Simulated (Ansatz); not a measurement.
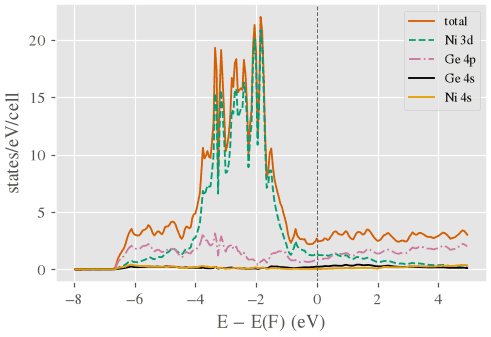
Figure. Total and projected density of states of NiGe in space group Pnma (No. 62; Ni on 4c, Ge on 4c), the program Ansatz at the r²SCAN level (PAW)

### Question
Which orbitals carry the states next to the Fermi level?

### Answer
Within 0.5 eV of the Fermi level: Ni 3d 53 %, Ge 4p 33 %, Ge 4s 9 %. Projections are on Löwdin-orthogonalised atomic valence shells; empty p or d shells of many metals are not among them.

### Question
Where is the tallest occupied peak in this window, and what makes it?

### Answer
Near -1.8 eV, about 22 states/eV per cell; the largest projected share is Ni 3d.

The r²SCAN relaxation kept the symmetry of its start. The run is not spin-polarised. Scalar-relativistic: spin–orbit coupling is off unless named, which matters more the heavier the elements.

Potentials: the earlier of the program's two PAW sets. The files were generated under PBE; for other functionals the program regenerates the frozen cores, and for LDA and PBEsol the local potential too.
